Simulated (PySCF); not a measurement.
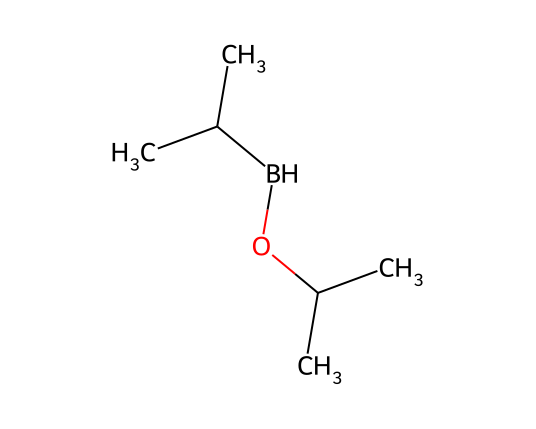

**Transcribe the drawing into SMILES.**

CC(C)BOC(C)C

**What is the molecular formula?**

C6H15BO.

More results for the same structure follow; atom numbers are the same in all pictures, views and colours differ. The computed structure is the end point of a PBE0-D3(BJ)/def2-SVP optimisation. No frequency run is at hand to confirm it as a minimum.

## Shape

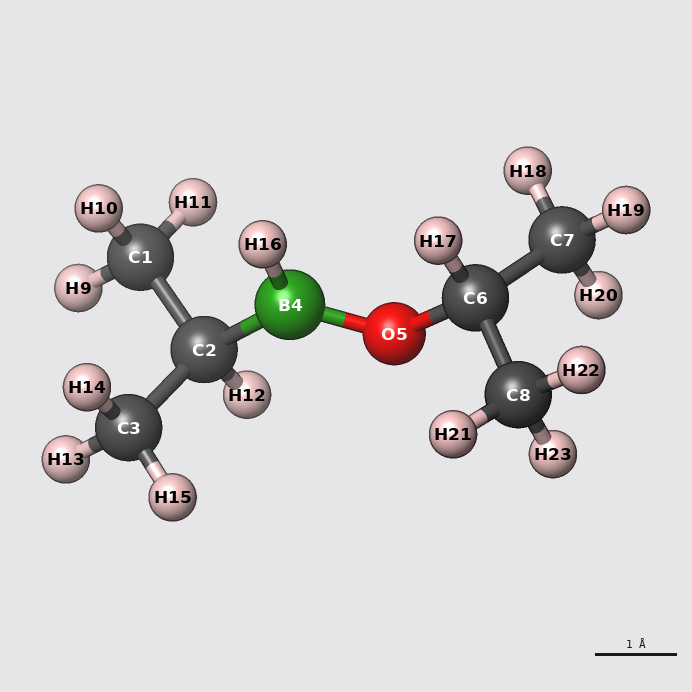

Atoms carry their numbers in the input. No frequency run is at hand to confirm it as a minimum.

**Describe the coordination of atom 1.**

C1 has 4 neighbours (C2 at 1.53, H9 at 1.10, H10 at 1.10, H11 at 1.10 Å); the arrangement is tetrahedral.

**How are the neighbours of atom 6 arranged?**

C6 has 4 neighbours (O5 at 1.42, C7 at 1.52, C8 at 1.52, H17 at 1.11 Å); the arrangement is tetrahedral.

**Describe the coordination of atom 3.**

C3 has 4 neighbours (C2 at 1.53, H13 at 1.10, H14 at 1.10, H15 at 1.10 Å); the arrangement is tetrahedral.

**How are the neighbours of atom 7 arranged?**

C7 has 4 neighbours (C6 at 1.52, H18 at 1.10, H19 at 1.10, H20 at 1.10 Å); the arrangement is tetrahedral.

**Which bond is the longest?**

C2–B4, 1.575 Å.

**What is the dihedral angle B4–O5–C6–C8?**

115° in size, that is anticlinal.

## Electronic properties

No frequency run is at hand to confirm it as a minimum. Properties computed with PBE0/pcSseg-1 in acetonitrile (IEF-PCM) (PySCF 2.14.0).

Predict the main results.

- dipole moment: 1.69 D
- HOMO energy (Kohn–Sham orbital): −7.87 eV
- LUMO energy (Kohn–Sham orbital): 0.21 eV
- HOMO–LUMO gap: 8.08 eV

## NMR shielding

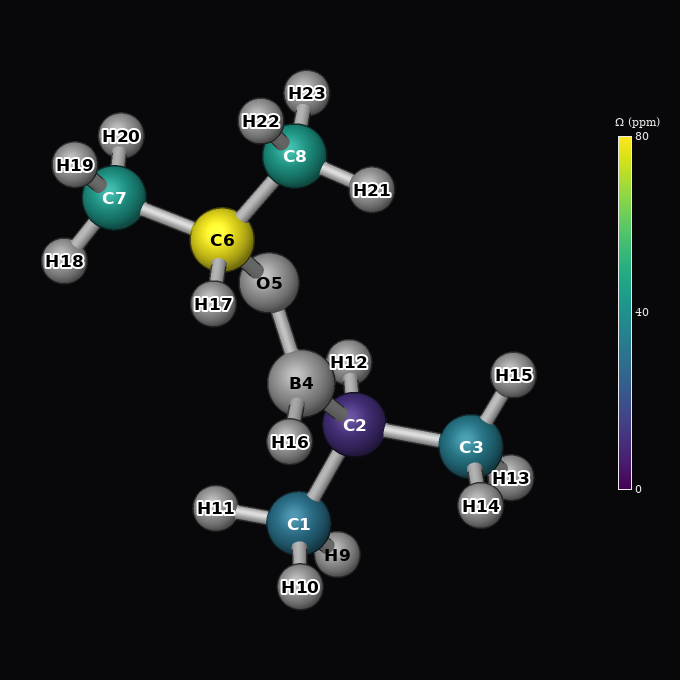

The C atoms are coloured by the span of their shielding tensor. No frequency run is at hand to confirm it as a minimum. Level of theory: GIAO PBE0/pcSseg-1 NMR shielding, non-relativistic, IEF-PCM benzene (PySCF 2.14.0). Principal shieldings σ11 ≤ σ22 ≤ σ33, span Ω = σ33 − σ11, skew κ = 3(σiso − σ22)/Ω.

**Which C atom has the most anisotropic shielding?**

C6, with a span of 78 ppm.

Give the shielding tensors of the C atoms.

| atom | σ11 | σ22 | σ33 | σiso | Ω | κ |
| --- | --- | --- | --- | --- | --- | --- |
| C1 | 154.6 | 158.6 | 185.1 | 166.1 | 30.6 | 0.74 |
| C2 | 158.1 | 163.7 | 169.2 | 163.7 | 11.0 | −0.02 |
| C3 | 152.6 | 162.5 | 186.0 | 167.0 | 33.4 | 0.40 |
| C6 | 78.6 | 82.4 | 157.0 | 106.0 | 78.4 | 0.90 |
| C7 | 140.8 | 151.1 | 183.9 | 158.6 | 43.1 | 0.52 |
| C8 | 140.3 | 150.9 | 183.8 | 158.4 | 43.5 | 0.51 |

Shieldings and span in ppm.

## Charges

The questions are on ESP-fitted charges. No frequency run is at hand to confirm it as a minimum. Properties computed with PBE0/pcSseg-1 in acetonitrile (IEF-PCM) (PySCF 2.14.0).

List the ESP-fitted charges.

```csv
atom,value (e)
C1,−0.53
C2,0.37
C3,−0.53
B4,0.43
O5,−0.61
C6,0.76
C7,−0.68
C8,−0.67
H9,0.13
H10,0.11
H11,0.11
H12,−0.05
H13,0.13
H14,0.12
H15,0.12
H16,−0.19
H17,−0.04
H18,0.17
H19,0.17
H20,0.18
H21,0.17
H22,0.16
H23,0.18
```

## Quadrupole coupling

No frequency run is at hand to confirm it as a minimum. Electric field gradients from the ground-state density, PBE0/pcSseg-1 in acetonitrile (IEF-PCM) (PySCF 2.14.0), non-relativistic apart from any core potentials.

Give the largest field-gradient component, the quadrupole coupling constant and the asymmetry for 11B at B4 (Q = 40.59 mb), 17O at O5 (Q = −25.6 mb), 2H at H9 (Q = 2.86 mb), 2H at H10 (Q = 2.86 mb).

```tsv
atom	V_zz (a.u.)	e²qQ/h (MHz)	η
B4	0.451	4.30	0.37
O5	1.360	−8.18	0.28
H9	0.289	0.194	0.02
H10	0.288	0.194	0.02
```
